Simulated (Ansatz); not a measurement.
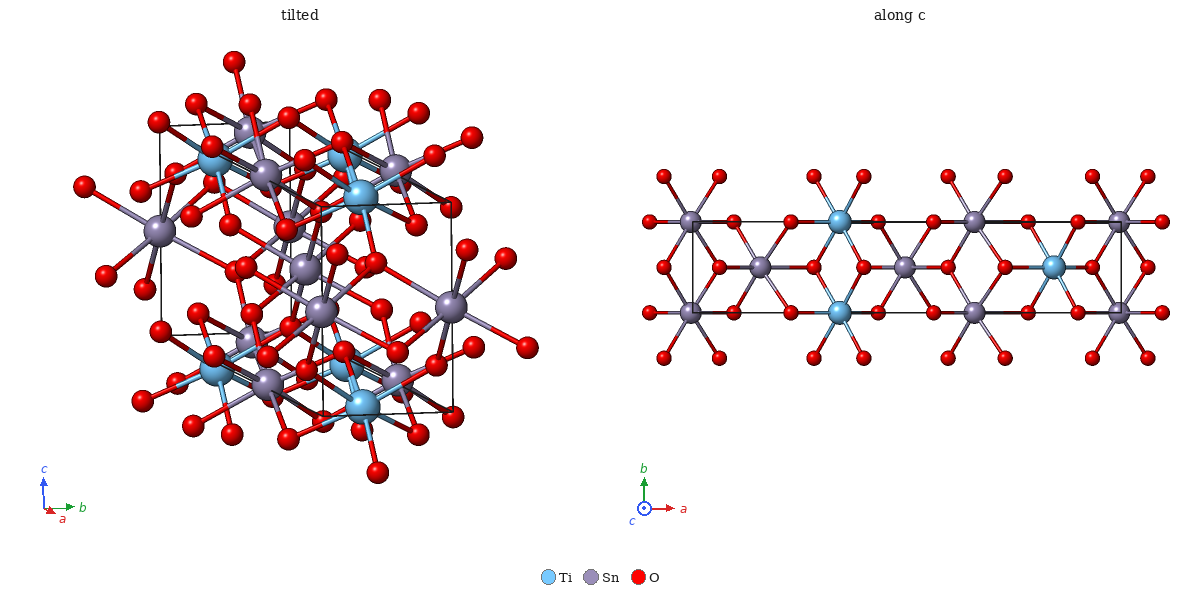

The crystal in a ball-and-stick representation, seen slightly off an axis and along the c axis. The conventional unit cell is drawn as a box. A few atoms beyond the faces are included.

TiSn$_{2}$O$_{6}$, space group Cm (No. 8), a = 14.846 Å, b = 3.147 Å, c = 4.935 Å, α = 90.00°, β = 92.05°, γ = 90.00°. The initial geometry was a structure type filled with these elements by a generator (whether the compound takes this form wasn't checked). Earlier steps of the study, as a rule a relaxation of our own, may have changed the cell and positions, so they can lie some per cent off the listed ones. It went into a calculation with Ansatz.

This one geometry was computed with Ansatz (DFT, plane waves, PAW) at three levels of theory: PBEsol, r2SCAN and PBE.

Q: Which level gives the highest pressure at this volume, and what does that say about its equilibrium volume?

A: Highest: PBE (0.0 GPa), which points to the largest equilibrium volume. Lowest, with the smallest volume: r2SCAN (-6.4 GPa). Levels within 0.5 GPa of each other can't be told apart.

Q: How does the band gap change with the level of theory?

A: PBEsol: a gap of 1.80 eV, indirect; PBE: a gap of 1.87 eV, indirect; r2SCAN: a gap of 2.38 eV, indirect.

Q: Collect the results in a table.

A:
| level | cutoff (eV) | k-mesh of the run's cell | gap (eV) | pressure (GPa) |
| --- | --- | --- | --- | --- |
| PBEsol | 420 | 10×10×6 | 1.80 | -5.5 |
| r2SCAN | 500 | 10×10×6 | 2.38 | -6.4 |
| PBE | 420 | 10×10×6 | 1.87 | 0.0 |

Gaps are taken on the k-mesh or band path of each run.
